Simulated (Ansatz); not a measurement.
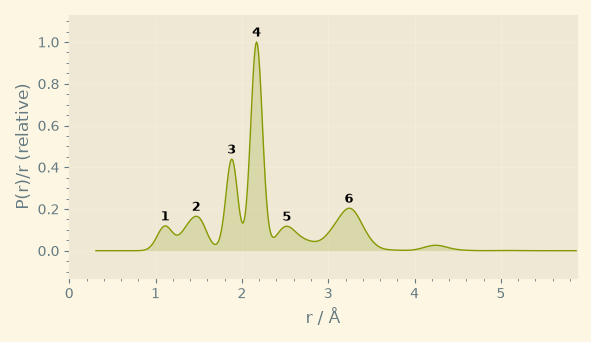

Simulated gas electron diffraction: radial distribution curve of CH6SSi. Each pair of atoms contributes with weight ZᵢZⱼ/r; damping constant 0.001 Å²; vibrational amplitudes assumed, not computed: 0.05 Å for bonds, 0.078 Å for bonds to H, 0.06 + 0.015 r up to 0.15 Å for other pairs. The geometry is the end point of an optimisation (RKS PBE-D4/def2-SVP (Ansatz 0.2.0)); it may be a saddle point or a higher isomer. SMILES: C[SiH2]S.

Question: Which pairs of atoms lie under the numbered peaks? Mark bonded pairs by – and others by ···.

Answer: Peak 1, 1.11 Å: C–H 1.11 Å (×3)
Peak 2, 1.47 Å: S–H 1.36 Å, Si–H 1.51 Å (×2), not resolved
Peak 3, 1.88 Å: Si–C 1.88 Å
Peak 4, 2.17 Å: S–Si 2.17 Å
Peak 5, 2.52 Å: Si···H 2.49–2.66 Å (×4), not resolved; in its flanks C···H 2.80 Å
Peak 6, 3.24 Å: S···H 3.05–3.40 Å (×4), S···C 3.25 Å, not resolved
